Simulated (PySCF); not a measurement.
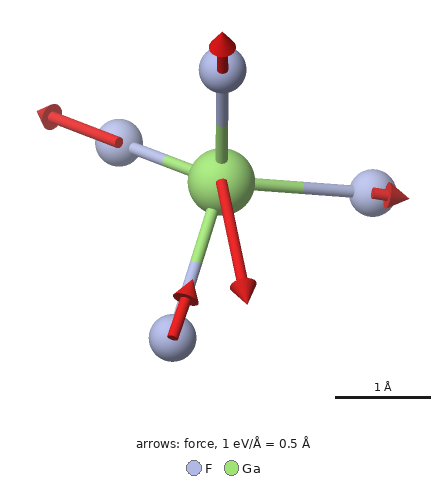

Starting geometry of GaF4 (charge −1) with the computed forces as red arrows. Style: ball-and-stick. Shown from a free direction.

The start comes from GFN2-xTB. Its atoms were then displaced at random by about 0.03 Å.

All numbers below come from PBE0-D3(BJ)/def2-SVP geometry optimisation, gas phase (PySCF). 

Is this structure relaxed? If not, where do the atoms go?

Answer. It isn't relaxed: the largest force vector, on the Ga atom, is 3.12 eV/Å. The final displacements follow the starting forces only in part (cosine between the two patterns 0.71). The atom that moves furthest after the best rigid fit is an F atom (0.086 Å). Largest moves by element: F 0.086 Å, Ga 0.035 Å. Some distances before and after: F–Ga 1.697 → 1.784 Å, F–Ga 1.864 → 1.783 Å, F–Ga 1.739 → 1.783 Å. Among the angles between lasting bonds that change: F–Ga–F 112.2° → 109.4°, F–Ga–F 106.8° → 109.5°. After 5 geometry steps the energy has fallen by 20.1 kJ/mol. The run took 12 s on 1 thread of Arm Neoverse V2, with other jobs on the host.

Limits of the set-up: the basis has no diffuse functions, which an anion needs.
